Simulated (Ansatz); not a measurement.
## A convergence test on LaCuSeO (P4/nmm): k mesh of the density

How far can the k mesh of the density be lowered for the gap of LaCuSeO (P4/nmm)?

Method: DFT, r2SCAN, plane waves, PAW; PAW set soft_1, in Ansatz 0.2.0.

## Step 1: The starting structure

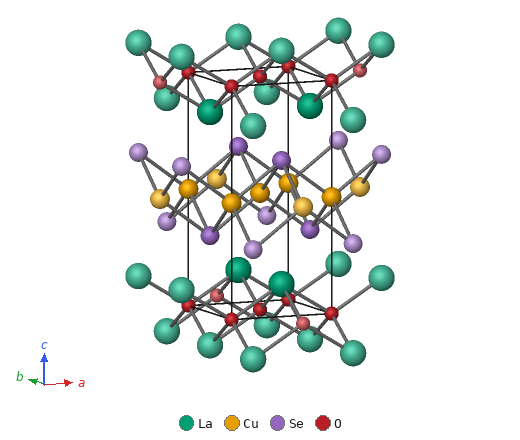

Start, viewed slightly off an axis; lanthanum teal, copper orange, selenium purple, oxygen red. Some periodic images of atoms are drawn too.

The cell and positions come from the Crystallography Open Database and are kept as given unless a step says otherwise. Spin-orbit coupling is left out unless a step names it.

## Step 2: k mesh of the density: 2×2×2

Input file input.yaml:

```yaml
crystal:
  lattice:
    - [4.06712, 0.0, 0.0]
    - [0.0, 4.06712, 0.0]
    - [0.0, 0.0, 8.7975]
  atoms:
    - { symbol: La, position: [0.5, 0.0, 0.1398] }
    - { symbol: La, position: [0.0, 0.5, 0.8602] }
    - { symbol: Cu, position: [0.5, 0.5, 0.5] }
    - { symbol: Cu, position: [0.0, 0.0, 0.5] }
    - { symbol: Se, position: [0.5, 0.0, 0.6698] }
    - { symbol: Se, position: [0.0, 0.5, 0.3302] }
    - { symbol: O, position: [0.5, 0.5, 0.0] }
    - { symbol: O, position: [0.0, 0.0, 0.0] }
kpoints:
  mp_grid: { grid: [2, 2, 2] }
  band_path:
    path:
      - [0.0, 0.0, 0.0]
      - [0.0, 0.5, 0.0]
      - [0.5, 0.5, 0.0]
      - [0.0, 0.0, 0.5]
      - [0.0, 0.5, 0.5]
      - [0.5, 0.5, 0.5]
    npoints: 1
hamiltonian:
  xc: r2scan
  pseudopotentials: { kind: paw, azcp: { folder: soft_1 } }
scf:
  occupations: { method: fixed }
  n_extra_bands: 6
output:
  eigenvalues: true
  forces: true
  stress: true
```

Run with:

```sh
$ ansatz run input.yaml --threads 3 --pin off --max-ram 92160MiB --backend cuda --events-out ev --progress --plain --runs-dir out --devices 1 --max-vram 13GiB
```

Numbers of over 12 decimals in the logs are rounded to 6 here.

Output:

```text
scf.n_extra_bands = 6 over 52 filled bands (N_el = 104.0): the run solves 58 bands
GPUs: using 1 of 1 available (devices: 1).
Engine: ansatz 0.2.0, x86_64-unknown-linux-gnu
Pseudopotentials: kind: paw
Pseudopotential: La, paw, valence charge 11, recommended cutoff 500 eV (meta_gga), soft_1/La.paw.azcp
Pseudopotential: Cu, paw, valence charge 19, recommended cutoff 500 eV (meta_gga), soft_1/Cu.paw.azcp
Pseudopotential: Se, paw, valence charge 16, recommended cutoff 500 eV (meta_gga), soft_1/Se.paw.azcp
Pseudopotential: O, paw, valence charge 6, recommended cutoff 500 eV (meta_gga), soft_1/O.paw.azcp
Functional definition: r2SCAN
  parameter k0 = 0.174
  parameter k1 = 0.065
  parameter a1 = 4.9479
  exchange = r2scan_x(k0 = k0, k1 = k1, a1 = a1)
  correlation = r2scan_c
device memory: the entry about to start is reckoned to put 3.9 GiB on a device that reports 52.4 GiB free (of which the cap on the GPU budget leaves the run 13.0 GiB)
GPU FFT provider: cuFFT
GPU libraries: cuBLAS 13.8.2, cuFFT 12.4.0, cuSOLVER 12.3.4
Crystal: 8 atoms, lattice volume = 145.524 Å³
Basis set: ecut = 500 eV, 3729 PW (Γ), exchange–correlation on 120×120×288 points (64 copies of the dense FFT grid, shifted against one another)
Bands: 58, of which v1, the nominal top of the filled ones, is band 52 counted from 1 (51 counted from 0)
Symmetry: 16 space group operations
Space group: P4/nmm (ITA 129), of the structure as read, at distance tolerance 5.3e-5 Å
k-points: 6 of 8
Non-local potential: La, projectors of the file, l = 0: 3, l = 1: 2, l = 2: 2, l = 3: 3
Non-local potential: Cu, projectors of the file, l = 0: 3, l = 1: 2, l = 2: 3, l = 3: 1
Non-local potential: Se, projectors of the file, l = 0: 2, l = 1: 2, l = 2: 3, l = 3: 1
Non-local potential: O, projectors of the file, l = 0: 2, l = 1: 2, l = 2: 1
PAW form: soft (Blöchl's): semilocal exchange-correlation on the pseudo side does not see the compensation charge
PAW frozen core: La, regenerated for the run's functional (the file was generated under x = pbe(κ = 0.804, μ = 0.219515), c = pbe(β = 0.066725))
PAW frozen core: Cu, regenerated for the run's functional (the file was generated under x = pbe(κ = 0.804, μ = 0.219515), c = pbe(β = 0.066725))
PAW frozen core: Se, regenerated for the run's functional (the file was generated under x = pbe(κ = 0.804, μ = 0.219515), c = pbe(β = 0.066725))
PAW frozen core: O, regenerated for the run's functional (the file was generated under x = pbe(κ = 0.804, μ = 0.219515), c = pbe(β = 0.066725))
PAW one-centre angular grid: La, 974 points (default); XC on 160 Gauss nodes
PAW one-centre angular grid: Cu, 590 points (default); XC on 160 Gauss nodes
PAW one-centre angular grid: Se, 590 points (default); XC on 160 Gauss nodes
PAW one-centre angular grid: O, 302 points (default); XC on 160 Gauss nodes
Initial density: superposition of atomic densities (chi_scale 0.1, normalization cell, long waves kept (reshape's long-wave potential 0.39 eV rms))
Initial wavefunctions: pseudopotential atomic-orbital guess
GPU buffer pool allocated for 64800 grid points (all kernels)
GPU transforms: local potential and band sums: pruned to the plane-wave sphere, on 30×30×72
Functional: x = r2scan, c = r2scan; τ floored in thin density (d = 2e-4 eV/Å³)
SCF iter   1: F=—  HF=-37897.501756 eV  |F-HF|=—  |Δ(HF+E_count)|=         —  Δρ=4.76e-2  dr2=3.25e0  dr2_τ=6.77e-2  ethr=3.10e-3  ⟨swp⟩=5.0  Hψ=1146  notcnv=0  defer=9
preconditioner: auto → Resta (q_TF=auto, 2.580 Å⁻¹)  ε∞=7.6  [insulator: Δε(μ)=1.489 eV  Ē_g=9.570 eV  n_scr=38 (ndim 8)  ℏωp=24.6 eV  f_vac=0.000  ε∞_Penn≈7.6]
SCF iter   2: F=—  HF=-37897.533869 eV  |F-HF|=—  |Δ(HF+E_count)|=   3.21e-2  Δρ=2.88e-2  dr2=9.83e-1  dr2_τ=3.58e-2  ethr=3.10e-3  ⟨swp⟩=3.2  Hψ=598  notcnv=0  defer=16
SCF iter   3: F=—  HF=-37897.597163 eV  |F-HF|=—  |Δ(HF+E_count)|=   6.33e-2  Δρ=1.88e-2  dr2=4.66e-1  dr2_τ=1.28e-2  ethr=9.45e-4  ⟨swp⟩=3.3  Hψ=613  notcnv=0  defer=22
SCF iter   4: F=—  HF=-37897.597962 eV  |F-HF|=—  |Δ(HF+E_count)|=   7.99e-4  Δρ=1.68e-2  dr2=2.55e-1  dr2_τ=1.36e-2  ethr=4.48e-4  ⟨swp⟩=3.2  Hψ=687  notcnv=0  defer=23
SCF iter   5: F=—  HF=-37897.558846 eV  |F-HF|=—  |Δ(HF+E_count)|=   3.91e-2  Δρ=2.46e-3  dr2=1.07e-2  dr2_τ=2.58e-4  ethr=2.45e-4  ⟨swp⟩=3.2  Hψ=537  notcnv=0  defer=24
SCF iter   6: F=—  HF=-37897.561226 eV  |F-HF|=—  |Δ(HF+E_count)|=   2.38e-3  Δρ=1.09e-3  dr2=2.13e-3  dr2_τ=3.58e-5  ethr=1.03e-5  ⟨swp⟩=3.0  Hψ=527  notcnv=0  defer=24
SCF iter   7: F=—  HF=-37897.561938 eV  |F-HF|=—  |Δ(HF+E_count)|=   7.12e-4  Δρ=4.87e-4  dr2=4.39e-4  dr2_τ=3.09e-5  ethr=2.05e-6  ⟨swp⟩=3.2  Hψ=511  notcnv=0  defer=24
SCF iter   8: F=—  HF=-37897.561675 eV  |F-HF|=—  |Δ(HF+E_count)|=   2.63e-4  Δρ=1.86e-4  dr2=5.32e-5  dr2_τ=3.01e-6  ethr=4.22e-7  ⟨swp⟩=2.2  Hψ=613  notcnv=0  defer=24
SCF iter   9: F=—  HF=-37897.561981 eV  |F-HF|=—  |Δ(HF+E_count)|=   3.06e-4  Δρ=8.51e-5  dr2=8.62e-6  dr2_τ=2.61e-7  ethr=5.11e-8  ⟨swp⟩=2.0  Hψ=616  notcnv=0  defer=21
SCF iter  10: F=—  HF=-37897.561981 eV  |F-HF|=—  |Δ(HF+E_count)|=   7.14e-8  Δρ=1.79e-5  dr2=7.52e-7  dr2_τ=2.96e-8  ethr=8.29e-9  ⟨swp⟩=2.0  Hψ=587  notcnv=0  defer=21
SCF iter  11: F=—  HF=-37897.561981 eV  |F-HF|=—  |Δ(HF+E_count)|=   1.79e-8  Δρ=6.48e-6  dr2=5.88e-8  dr2_τ=4.46e-9  ethr=9.62e-11  ⟨swp⟩=12.3  Hψ=2058  notcnv=0
SCF iter  12: F=-37897.561981 eV  HF=-37897.561981 eV  |F-HF|=4.72e-9  |Δ(HF+E_count)|=   1.75e-8  Δρ=2.90e-6  dr2=9.73e-9  dr2_τ=1.05e-9  ethr=5.66e-11  ⟨swp⟩=4.0  Hψ=1263  notcnv=0
SCF 1 converged in 12 iterations: F = -37897.561981 eV  dr2 = 9.73e-9
[...]
device memory: the entry about to start is reckoned to put 2.3 GiB on a device that reports 52.4 GiB free (of which the cap on the GPU budget leaves the run 13.0 GiB)
NSCF: frozen V_eff on 6 k-points
SCF converged after 12 iterations
Free energy (F): -37897.561981 eV
Harris-Foulkes:  -37897.561981 eV  (|F-HF|=4.72e-9)
Internal energy: -37897.561981 eV  (E = F + TS)
E sigma→0 (E₀):  -37897.561981 eV
Fermi energy:    11.591462 eV
--- Per-component energies (eV) ---
  E_band       = -1665.333437
  E_kinetic    = 1457.354545
  E_local      = -20632.366074  (includes V_loc(G=0)·N_el)
  E_nonlocal   = 1385.132842
  E_hartree    = 9603.004196
  E_xc         = -701.128787
  E_vxc        = -897.954053  (∫ρ·V_xc dr)
  E_paw        = -19168.399618  (= ΣΔE_a)
  E_vpaw       = -2233.193113  (= ΣTr[D̂ρ^β])
  E_aug_tail   = 0.001356  (compensation charges beyond the density's cutoff)
  E_vtau       = 49.681126  (kinetic-family band-sum trace: ∫τ·v_τ [+ j·A + Jᵃ·Aᵃ] dr)
  E_ewald      = -9837.101271
  E_core_change = -4.059170  (= ΣΔE_core)
  E_smearing   = -0.000000  (= −TS)
  E_closure    = -0.000000  (closes the sum)
  Σ components = -37897.561981   (vs F -37897.561981, Δ=0.00e0)
--- Forces (eV/Å), atoms counted from 1 ---
  atom   1  La    -0.00000000    -0.00000000     0.24612713
  atom   2  La    -0.00000000     0.00000000    -0.24612713
  atom   3  Cu     0.00000000    -0.00000000     0.00000000
  atom   4  Cu    -0.00000000    -0.00000000     0.00000000
  atom   5  Se     0.00000000     0.00000000     0.34036677
  atom   6  Se    -0.00000000     0.00000000    -0.34036677
  atom   7  O     -0.00000000     0.00000000    -0.00000000
  atom   8  O     -0.00000000     0.00000000    -0.00000000
  max |Σ_I F_I| component: 1.39e-16 eV/Å
--- Stress (GPa, compression-positive) ---
        0.730610       0.000000       0.000000
        0.000000       0.730610       0.000000
        0.000000       0.000000      -0.218338
  P = ⅓ Tr σ = 0.4143 GPa (4.143 kbar)
--- Band table (eV; the first three rows and the last of 6) ---
  k-point 0: bands = [... 48 lower, 10.1874, 11.0889, 11.5915, 11.5915, 13.5131, 13.6567, 14.0240, 14.1999, ... 2 higher]
  k-point 1: bands = [... 48 lower, 10.1874, 10.6297, 11.4833, 11.4833, 13.6299, 13.9824, 14.1052, 14.1822, ... 2 higher]
  k-point 2: bands = [... 48 lower, 10.7210, 10.7210, 10.8790, 10.8790, 14.0441, 14.0441, 14.4063, 14.4063, ... 2 higher]
  k-point 5: bands = [... 48 lower, 9.6606, 9.6606, 10.3338, 10.3338, 14.5069, 14.5069, 14.8945, 14.8945, ... 2 higher]
```

The job ended after 15 s (1 × NVIDIA H100 80GB HBM3 (shared by 6 runs) with 3 threads of AMD EPYC 7R13 (Zen 3), shared host; peak memory 1.1 GiB).

In the SCF lines HF is the Harris–Foulkes energy and dr2 the Hartree energy of the density residual, in eV; the loop may stop once dr2 is under the threshold and the program's other checks hold. Hψ counts applications of the Hamiltonian.

Numbers from this step:

- pressure: 0.4143 GPa
- gap: 1.922 eV
- valence top at: Γ
- conduction bottom at: Γ
- least direct gap: 1.922 eV

The gap is direct, at Γ.

## Step 3: k mesh of the density: 4×4×2

input.yaml, as its differences from that of step 2:

```diff
@@ -15,3 +15,3 @@
 kpoints:
-  mp_grid: { grid: [2, 2, 2] }
+  mp_grid: { grid: [4, 4, 2] }
   band_path:
@@ -35 +35,5 @@
   stress: true
+  write_density: true
+  write_potential: true
+  elf: true
+  volumetric_format: npy
```

Output:

```text
[...]
GPUs: using 1 of 1 available (devices: 1).
[...]
GPU FFT provider: cuFFT
GPU libraries: cuBLAS 13.8.2, cuFFT 12.4.0, cuSOLVER 12.3.4
Crystal: 8 atoms, lattice volume = 145.524 Å³
Basis set: ecut = 500 eV, 3729 PW (Γ), exchange–correlation on 120×120×288 points (64 copies of the dense FFT grid, shifted against one another)
[...]
k-point 0: bands = [... 48 lower, 10.3046, 11.0790, 11.6088, 11.6088, 13.4986, 13.6478, 14.0498, 14.1650, ... 2 higher]
  k-point 1: bands = [... 48 lower, 10.3046, 10.6447, 11.5049, 11.5049, 13.5944, 13.9681, 14.1311, 14.1753, ... 2 higher]
  k-point 2: bands = [... 48 lower, 10.5615, 10.8674, 10.9502, 11.3855, 14.0500, 14.0553, 14.5997, 14.8464, ... 2 higher]
  k-point 11: bands = [... 48 lower, 9.7705, 9.7705, 10.4375, 10.4375, 14.5204, 14.5204, 14.8694, 14.8694, ... 2 higher]
[key lines of the parts left out:]
SCF converged after 12 iterations
Free energy (F): -37898.241108 eV
Fermi energy:    11.608826 eV
P = ⅓ Tr σ = -0.4345 GPa (-4.345 kbar)
```

Run time: 15 s. Hardware: 1 × NVIDIA H100 80GB HBM3 (shared by 6 runs) with 3 threads; peak memory 1.2 GiB; 12 s of CPU time.

Numbers from this step:

* pressure: -0.4345 GPa
* gap: 1.890 eV
* valence top at: Γ
* conduction bottom at: Γ
* least direct gap: 1.890 eV

The gap is 1.890 eV, −0.032 eV from the run before at this level.

## Step 4: k mesh of the density: 6×6×4 (the default)

input.yaml, the sections that differ from step 3:

```yaml
kpoints:
  mp_grid: { grid: [6, 6, 4] }
  band_path:
    path:
      - [[0.0, 0.0, 0.0], [0.0, 0.5, 0.0], [0.5, 0.5, 0.0], [0.0, 0.0, 0.0], [0.0, 0.0, 0.5], [0.0, 0.5, 0.5], [0.5, 0.5, 0.5], [0.0, 0.0, 0.5]]
      - [[0.0, 0.5, 0.0], [0.0, 0.5, 0.5]]
      - [[0.5, 0.5, 0.0], [0.5, 0.5, 0.5]]
    npoints: 10
scf:
  occupations: { method: fermi_dirac, width: 0.02 }
  n_extra_bands: 6
# crystal, hamiltonian, output: as in step 3
```

Output:

```text
[...]
GPUs: using 1 of 1 available (devices: 1).
[...]
GPU FFT provider: cuFFT
GPU libraries: cuBLAS 13.8.2, cuFFT 12.4.0, cuSOLVER 12.3.4
Crystal: 8 atoms, lattice volume = 145.524 Å³
Basis set: ecut = 500 eV, 3729 PW (Γ), exchange–correlation on 120×120×288 points (64 copies of the dense FFT grid, shifted against one another)
[...]
k-point 0: bands = [... 48 lower, 10.3097, 11.0773, 11.6084, 11.6084, 13.4971, 13.6465, 14.0508, 14.1630, ... 2 higher]
  k-point 1: bands = [... 48 lower, 10.3097, 10.8590, 11.5573, 11.5573, 13.5356, 13.9026, 14.0742, 14.1017, ... 2 higher]
  k-point 2: bands = [... 48 lower, 10.3097, 10.6443, 11.5047, 11.5047, 13.5919, 13.9669, 14.1322, 14.1740, ... 2 higher]
  k-point 29: bands = [... 48 lower, 9.7763, 9.7763, 10.4419, 10.4419, 14.5213, 14.5213, 14.8691, 14.8691, ... 2 higher]
[key lines of the parts left out:]
SCF converged after 12 iterations
Free energy (F): -37898.266204 eV
Fermi energy:    12.558688 eV
P = ⅓ Tr σ = -0.4563 GPa (-4.563 kbar)
```

Wall time 15 s (1 × NVIDIA H100 80GB HBM3 (shared by 6 runs) with 3 threads); peak memory 1.3 GiB.

This step gave:

- pressure: -0.4563 GPa
- gap: 1.889 eV
- valence top at: Γ
- conduction bottom at: Γ
- least direct gap: 1.889 eV

The gap is 1.889 eV, −0.001 eV from the run before at this level.

## Step 5: k mesh of the density: 8×8×4

input.yaml, the sections that differ from step 4:

```yaml
kpoints:
  mp_grid: { grid: [8, 8, 4] }
  band_path:
    path:
      - [0.0, 0.0, 0.0]
      - [0.0, 0.5, 0.0]
      - [0.5, 0.5, 0.0]
      - [0.0, 0.0, 0.5]
      - [0.0, 0.5, 0.5]
      - [0.5, 0.5, 0.5]
    npoints: 1
scf:
  occupations: { method: fixed }
  n_extra_bands: 6
# crystal, hamiltonian, output: as in step 4
```

Output:

```text
[...]
GPUs: using 1 of 1 available (devices: 1).
[...]
GPU FFT provider: cuFFT
GPU libraries: cuBLAS 13.8.2, cuFFT 12.4.0, cuSOLVER 12.3.4
Crystal: 8 atoms, lattice volume = 145.524 Å³
Basis set: ecut = 500 eV, 3729 PW (Γ), exchange–correlation on 120×120×288 points (64 copies of the dense FFT grid, shifted against one another)
[...]
k-point 0: bands = [... 48 lower, 10.3099, 11.0770, 11.6082, 11.6082, 13.4970, 13.6463, 14.0508, 14.1629, ... 2 higher]
  k-point 1: bands = [... 48 lower, 10.3099, 10.8588, 11.5571, 11.5571, 13.5355, 13.9024, 14.0741, 14.1017, ... 2 higher]
  k-point 2: bands = [... 48 lower, 10.3099, 10.6441, 11.5045, 11.5045, 13.5917, 13.9667, 14.1322, 14.1739, ... 2 higher]
  k-point 44: bands = [... 48 lower, 9.7766, 9.7766, 10.4420, 10.4420, 14.5214, 14.5214, 14.8693, 14.8693, ... 2 higher]
[key lines of the parts left out:]
SCF converged after 12 iterations
Free energy (F): -37898.267833 eV
Fermi energy:    11.608240 eV
P = ⅓ Tr σ = -0.4580 GPa (-4.580 kbar)
```

Run time: 25 s. Hardware: 1 × NVIDIA H100 80GB HBM3 (shared by 6 runs) with 3 threads; peak memory 1.3 GiB; 35 s of CPU time.

Numbers from this step:

```yaml
pressure: -0.4580 GPa
gap: 1.889 eV
valence_top_at: Γ
conduction_bottom_at: Γ
least_direct_gap: 1.889 eV
```

The gap is 1.889 eV, as in the run before at this level.

## Step 6: The series

Differences are against the last row; a negative gap means that bands overlap, and a run with a band path holds that path's time. Times are wall times on 1 × NVIDIA H100 80GB HBM3 (shared by 6 runs) with 3 threads of AMD EPYC 7R13 (Zen 3), shared host, good to a factor of about two.

```
k mesh of the density  gap (eV)  direct gap (eV)  gap error (eV)  energy error (meV/atom)  irreducible k  time
                2×2×2     1.922            1.922          +0.033                    +88.2              6  15 s
                4×4×2     1.890            1.890          +0.001                     +3.3             12  15 s
                6×6×4     1.889            1.889         −0.0001                     +0.2             30  15 s
                8×8×4     1.889            1.889          +0.000                     +0.0             45  25 s
```

## Step 7: Results

```yaml
2x2x2: 1.922 eV
4x4x2: 1.890 eV
6x6x4: 1.889 eV
8x8x4: 1.889 eV
```

**Reading.** The gap holds to 0.02 eV from 4×4×2 on. At 2×2×2 the gap is off by +0.033 eV and the energy by +88 meV/atom. The gap is read over the mesh and added points near the edges, so meshes differ mainly through the density and, for a hybrid, the exchange operator. The runs have no spin polarisation. For a closed low-spin shell that is the natural state; where a d or f shell is open it is a constraint, and the gap is then not the crystal's own.

[Paths, hosts, dates, memory and timing lines, banners, echoed tables and standing remarks are left out of the program output.]

[Logs are printed without paths, hosts, clocks, repeated set-up lines and the standing remarks that a program may print on its own settings, such as how far it seeks lower states.]

[Runs of the session that timed out or met a known fault of the program may be left out.]

[Cells called generated may have been cut or substituted from an entry of the Crystallography Open Database or the Materials Project.]

[Hosts, paths, dates, database ids (printed as entryN), source tags and the programs' standing remarks are cut or masked in the printed files.]
